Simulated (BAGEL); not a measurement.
**Mg2H2Cl2 ((HMg-mu-Cl)2): PBE0/def2-SVP (density fitting with qzvpp-jkfit)**

Aim: the energy change on altering one bond length of Mg2H2Cl2 ((HMg-mu-Cl)2) at PBE0/def2-SVP (density fitting with qzvpp-jkfit), from 2 runs. 

The results are computed with BAGEL 1.2.2.

6 further runs of the same task are left out: 3 that didn't finish, 3 set aside as unsound or not needed. Runs told in other sessions of the task aren't counted.

## (1) The molecule

Mg2H2Cl2 has 6 atoms, charge 0, and is taken as a singlet. The shape comes from GFN2-xTB, which is rough for such elements, and wasn't checked as a minimum.

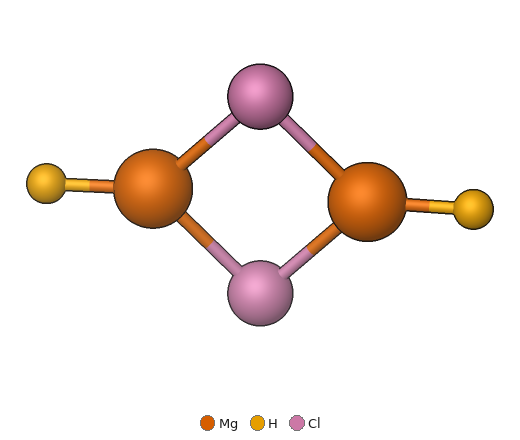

Viewed from a chosen angle; magnesium orange, hydrogen amber, chlorine pink.

## (2) A single-point energy at PBE0/def2-SVP (density fitting with qzvpp-jkfit)

input.json

```json
{ "bagel": [

{
  "title": "molecule",
  "basis": "svp",
  "df_basis": "qzvpp-jkfit",
  "angstrom": true,
  "geometry": [
    { "atom": "Mg", "xyz": [      -0.931210,      -0.031940,       1.275430 ] },
    { "atom": "H", "xyz": [      -1.835530,      -0.043950,       2.551200 ] },
    { "atom": "Cl", "xyz": [       0.747030,      -1.342020,       0.512770 ] },
    { "atom": "Mg", "xyz": [       0.922400,       0.022110,      -1.282400 ] },
    { "atom": "H", "xyz": [       1.865800,       0.075340,      -2.527840 ] },
    { "atom": "Cl", "xyz": [      -0.768490,       1.320460,      -0.529140 ] }
  ]
},

{ "title": "ks", "xc_func": "pbe0" },

{ "title": "print", "file": "orbitals.molden", "orbitals": true }

]}
```

On the command line:

```
$ BAGEL_NUM_THREADS=1 BAGEL input.json > input.out
```

The log of the run:

```text
* using 1 threads per process

  ===============================================================
  ===============================================================

  *** Geometry ***

  { "atom" : "Mg", "xyz" : [     -1.759732,     -0.060358,      2.410213 ] },
  { "atom" : "H", "xyz" : [     -3.468649,     -0.083053,      4.821069 ] },
  { "atom" : "Cl", "xyz" : [      1.411682,     -2.536050,      0.968995 ] },
  { "atom" : "Mg", "xyz" : [      1.743083,      0.041782,     -2.423385 ] },
  { "atom" : "H", "xyz" : [      3.525851,      0.142372,     -4.776925 ] },
  { "atom" : "Cl", "xyz" : [     -1.452236,      2.495308,     -0.999930 ] },

  Number of auxiliary basis functions:      516

  Since a DF basis is specified, we compute 2- and 3-index integrals:
    o Being stored without compression. Storage requirement is 0.028 GB

  Number of basis functions:       82
  Number of electrons      :       60

    * METHOD: MOLECULE                             0.24

  *** Kohn-Sham DFT ***

    * Removing 11600 points whose weight is below 1.00e-10
    * Grid points: 77836

  === Nuclear Repulsion ===
   283.4162863384

       - DIIS with orbital gradients will be used.

  === KS iteration (pbe0 / svp) ===
      0      -1300.02118792          0.08889882           0.33
      1      -1289.83314693          0.09930114           0.31
      2      -1307.44943162          0.07653772           0.31
      3      -1320.19681550          0.02678857           0.31
      4      -1320.88107583          0.01009441           0.32
      5      -1320.95901490          0.00342719           0.32
      6      -1320.96731687          0.00081140           0.31
      7      -1320.96776368          0.00033364           0.31
      8      -1320.96785099          0.00014789           0.32
      9      -1320.96786626          0.00000629           0.31
     10      -1320.96786629          0.00000047           0.31
     11      -1320.96786629          0.00000017           0.32
     12      -1320.96786629          0.00000004           0.31
     13      -1320.96786629          0.00000002           0.31
     14      -1320.96786629          0.00000000           0.31
    * SCF iteration converged.

    * Permanent dipole moment:
           (    0.027707,     0.029999,     0.021666) a.u.

    * METHOD: KS                                   5.08

    * METHOD: PRINT                                0.02

  ===============================================================
```

Run time: 5.7 s. Hardware: 1 thread of Arm Neoverse V1, shared host; peak memory 0.35 GiB.

## (3) The distorted shape at the same level

input.json

```json
{ "bagel": [

{
  "title": "molecule",
  "basis": "svp",
  "df_basis": "qzvpp-jkfit",
  "angstrom": true,
  "geometry": [
    { "atom": "Mg", "xyz": [   -1.214223,   -0.047909,    1.649053 ] },
    { "atom": "H", "xyz": [   -2.118543,   -0.059919,    2.924823 ] },
    { "atom": "Cl", "xyz": [    0.464017,   -1.357989,    0.886393 ] },
    { "atom": "Mg", "xyz": [    0.639387,    0.006141,   -0.908777 ] },
    { "atom": "H", "xyz": [    1.865800,    0.075340,   -2.527840 ] },
    { "atom": "Cl", "xyz": [   -1.051503,    1.304491,   -0.155517 ] }
  ]
},
{ "title": "ks", "xc_func": "pbe0" },
{ "title": "print", "file": "orbitals.molden", "orbitals": true }

]}
```

On the command line:

```
$ BAGEL_NUM_THREADS=1 BAGEL input.json > input.out
```

The log of the run:

```text
* using 1 threads per process

  ===============================================================
  ===============================================================

  *** Geometry ***

  { "atom" : "Mg", "xyz" : [     -2.294549,     -0.090535,      3.116259 ] },
  { "atom" : "H", "xyz" : [     -4.003466,     -0.113230,      5.527114 ] },
  { "atom" : "Cl", "xyz" : [      0.876865,     -2.566227,      1.675040 ] },
  { "atom" : "Mg", "xyz" : [      1.208266,      0.011605,     -1.717340 ] },
  { "atom" : "H", "xyz" : [      3.525851,      0.142372,     -4.776925 ] },
  { "atom" : "Cl", "xyz" : [     -1.987053,      2.465131,     -0.293885 ] },

  Number of auxiliary basis functions:      516

  Since a DF basis is specified, we compute 2- and 3-index integrals:
    o Being stored without compression. Storage requirement is 0.028 GB

  Number of basis functions:       82
  Number of electrons      :       60

    * METHOD: MOLECULE                             0.24

  *** Kohn-Sham DFT ***

    * Removing 11325 points whose weight is below 1.00e-10
    * Grid points: 78111

  === Nuclear Repulsion ===
   281.8078861742

       - DIIS with orbital gradients will be used.

  === KS iteration (pbe0 / svp) ===
      0      -1300.08638368          0.08824058           0.34
      1      -1289.62007236          0.09480596           0.32
      2      -1307.59355655          0.07611337           0.32
      3      -1319.52345897          0.02937302           0.32
      4      -1320.80781621          0.01312425           0.32
      5      -1320.94974635          0.00352021           0.32
      6      -1320.95694801          0.00087835           0.32
      7      -1320.95753471          0.00013708           0.32
      8      -1320.95754821          0.00006177           0.32
      9      -1320.95755140          0.00001713           0.32
     10      -1320.95755159          0.00000491           0.32
     11      -1320.95755161          0.00000042           0.32
     12      -1320.95755161          0.00000019           0.32
     13      -1320.95755161          0.00000004           0.32
     14      -1320.95755161          0.00000001           0.32
     15      -1320.95755161          0.00000000           0.32
    * SCF iteration converged.

    * Permanent dipole moment:
           (    0.247143,     0.040775,    -0.271264) a.u.

    * METHOD: KS                                   5.52

    * METHOD: PRINT                                0.02

  ===============================================================
```

Run time: 6 s. Hardware: 1 thread of Arm Neoverse V1, shared host; peak memory 0.35 GiB.

## (4) What came out

Level: PBE0/def2-SVP (density fitting with qzvpp-jkfit).

| quantity | value |
| --- | --- |
| first shape: total energy | -1320.96787 Eh |
| first shape: dipole moment | 0.12 D |
| first shape: HOMO energy | -7.80 eV |
| first shape: LUMO energy | -0.58 eV |
| first shape: HOMO–LUMO gap | 7.22 eV |
| distorted shape: total energy | -1320.95755 Eh |
| distorted shape: dipole moment | 0.94 D |
| distorted shape: HOMO energy | -7.13 eV |
| distorted shape: LUMO energy | -0.93 eV |
| distorted shape: HOMO–LUMO gap | 6.20 eV |
| energy change with the Mg4–H5 bond stretched from 1.563 to 2.032 Å | 0.281 eV |

**Reading.** With the Mg4–H5 bond stretched from 1.563 to 2.032 Å the energy rises by 0.28 eV (6.5 kcal/mol). The first shape isn't relaxed at this level, so the change isn't measured from a minimum.
